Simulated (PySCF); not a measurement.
Vertical excitations of a molecule C₅H₆O₂ from TDDFT-PBE/def2-SVPD run with PySCF, as energy in eV (oscillator strength): 4.39 (0.000), 5.18 (0.000), 5.72 (0.128), 5.94 (0.001), 5.96 (0.071), 5.97 (0.013), 6.18 (0.002), 6.43 (0.002), 6.74 (0.000), 7.09 (0.108). Lowest triplet (TDA): 3.98 eV. The structure is a stationary point at TPSSh-D3(BJ)/def2-SVP. One conformer was computed; it need not be the lowest.

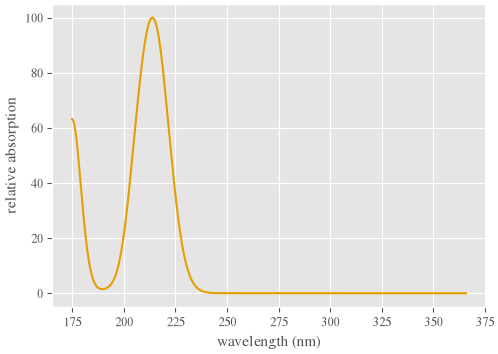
Figure: The lines broadened by 0.4 eV.

Task: Identify the compound among the candidates.
A. C#C[C@H](C)C(=O)O
B. O=C1C=CCOC1
C. C=C1OCOC1=C
D. Cc1coc(O)c1

Result: D, Cc1coc(O)c1
